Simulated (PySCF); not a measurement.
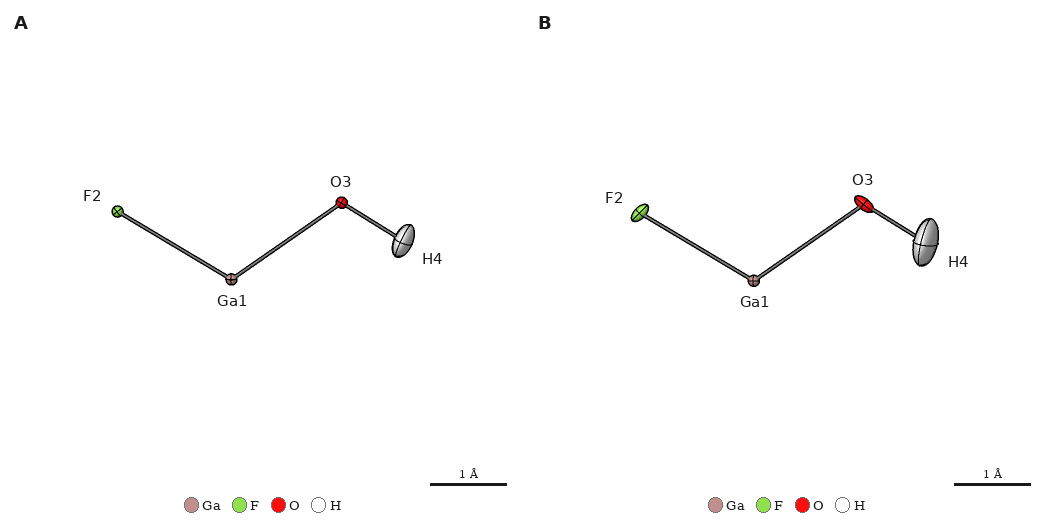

Displacement ellipsoids at the 50 % level, from the internal vibrations of the free molecule (harmonic, no overall translation or rotation; no half-axis is drawn under 0.075 Å). State: neutral, doublet. Vibrations computed with UKS-based PBE0, Ga def2-TZVP, F def2-TZVP, O def2-TZVP, H def2-TZVP; non-relativistic; density fitting (PySCF 2.14.0). One panel is for 100 K, the other for 600 K.

Which panel is for 600 K?

Answer. B.

How much does the mean-square displacement of H4 grow, and why?

Answer. U_eq goes from 0.0262 to 0.0618 Å², a factor of 2.4. Modes below kT (417 cm⁻¹ at 600 K) grow about in proportion to T, and the lowest lies at 182 cm⁻¹; the mean-square amplitude of a mode is its zero-point value times coth(ħω/2kT), which comes close to 1 only above about 3kT.
